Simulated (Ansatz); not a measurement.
**GaH₂Br: single-point calculation**

The run: single-point calculation of GaH₂Br. Method and program: RKS wB97X-V/def2-TZVPP (Ansatz 0.2.0).

The geometry comes from this level: PBE0-D4/def2-TZVP.

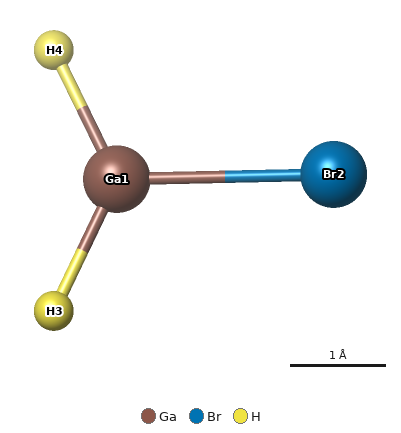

Fig. 1: The input geometry (ball-and-stick view, seen at a tilt; atoms are numbered from 1 in the order of the input). Sticks mark near contacts.

## The input
```yaml
crystal:
  periodic: [false, false, false]
  atoms:
    - {symbol: Ga, position_ang: [-0.796293, -0.369812, 0.429989]}
    - {symbol: Br, position_ang: [-0.975806, 1.750358, -0.428198]}
    - {symbol: H, position_ang: [-1.161464, -1.520144, -0.552897]}
    - {symbol: H, position_ang: [-0.326688, -0.451869, 1.911683]}
basis:
  gaussian: {orbitals: def2-TZVPP}
hamiltonian: {xc: {name: wB97X-V}}
```

Run on 4 threads of Arm Neoverse V2, 23 GiB of memory available, shared host.

Run as:
```bash
ansatz run in.yaml --threads 4 --pin off --events-out ev --progress --plain --max-ram 9574MiB
```

## What the program printed
```
Functional definition: wB97X-V
  name "wB97X-V"
  cite "Mardirossian & Head-Gordon, Phys. Chem. Chem. Phys. 16, 9904 (2014) doi:10.1039/C3CP54374A"
  cite "Becke, J. Chem. Phys. 107, 8554 (1997) doi:10.1063/1.475007"
  cite "Vydrov & Van Voorhis, J. Chem. Phys. 133, 244103 (2010) doi:10.1063/1.3521275"
  parameter omega = 0.3/bohr
  parameter cx = 0.167
  parameter cx1 = 0.603
  parameter cx2 = 1.194
  parameter css0 = 0.556
  parameter css1 = -0.257
  parameter cos0 = 1.219
  parameter cos1 = -1.850
  parameter b = 6.0
  parameter c = 0.01
  exchange = spin_sum(e_x_unif_sr(omega)*poly(b97_u_x, 1 - cx, cx1, cx2)) + cx*exact_x_sr(omega) + exact_x_lr(omega)
  correlation = spin_sum(e_c_pw_same_spin*poly(b97_u_same, css0, css1))
      + integral(e_c_pw_opposite_spin*poly(b97_u_opposite, cos0, cos1)) + vv10(b, c)
934 factors; their error is unknown
173 factors; integrals over basis functions are off by at most 7.1e-5 eV
mean field evaluation 1: about -122445.6061 eV, gradient 2.3e1 eV
mean field evaluation 2: about -122445.8831 eV, gradient 2.5e1 eV
mean field evaluation 4: about -122446.4273 eV, gradient 6.6e-1 eV
mean field evaluation 8: about -122446.8340 eV, gradient 4.8e-2 eV
mean field -122446.83399869 eV, -4499.8381520069 hartree, gradient 4.7e-5 eV, S^2 0.000000; 0 other end points of the search recorded, 0 dependent functions left out
reference -122446.83399702 eV, -4499.8381519454 hartree; 34, 34 occupied and 90, 90 virtual orbitals, 934 factors
Total energy: -122446.83399702 eV, -4499.8381519454 hartree
```

## Key numbers

```json
{"quantity": "outcome", "value": "converged"}
{"quantity": "total energy", "value": "−122446.8340 eV"}
{"quantity": "SCF solution under orbital rotations", "value": "stable"}
{"quantity": "wall time", "value": "2.1 s (CPU time 7.8 s)"}
{"quantity": "peak memory", "value": "0.41 GiB"}
```
